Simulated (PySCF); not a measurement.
BrGaH₃ (charge −1)

The calculation's input:

```
{"job": {"kind": "sp", "xc": "wB97X", "basis": "ma-def2-TZVP", "d3": "d3bj", "grid": 2}, "charge": -1, "multiplicity": 1}
Ga    -1.577885     1.569015     0.808189
Br     0.141074     2.385993    -0.950956
H     -0.374582     1.429011     2.019352
H     -0.288085    -1.317322     0.745262
H      0.016547    -0.754348     1.167838
```

Run with:

```sh
OMP_NUM_THREADS=1 python redox_run.py task.json out
```

Geometry: PBE0-D3(BJ)/ma-def2-SVP; at this geometry the atoms fall into two loosely joined parts.

Method: DFT single point, gas phase, functional wB97X (PySCF 2.14.0, density-fitted response routines).

**What can the converged electron density and electron localisation function tell about the bonding?**

Ga–Br (2.59 Å): ρ is about 0.38 e/Å³ halfway, with its minimum of 0.32 e/Å³ about 1.1 Å from Ga; the ELF peaks at about 0.80 in the valence shell of Br, 1.0 Å from its nucleus, and is about 0.60 at the midpoint.
Ga–H (1.71 Å): the density is about 0.68 e/Å³ at the midpoint; the ELF climbs to about 1 towards the hydrogen.

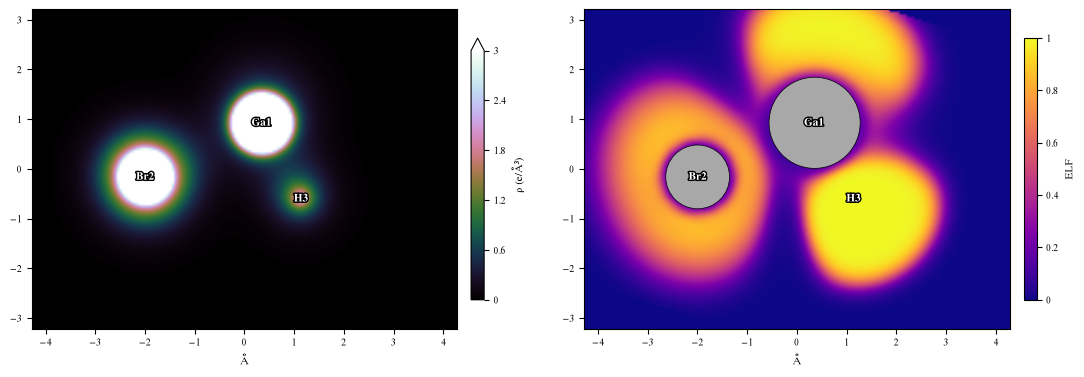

Computed electron density and electron localisation function on the plane of atoms Br2, Ga1 and H3, in this order. Grey discs cover the atomic cores in the ELF map. 
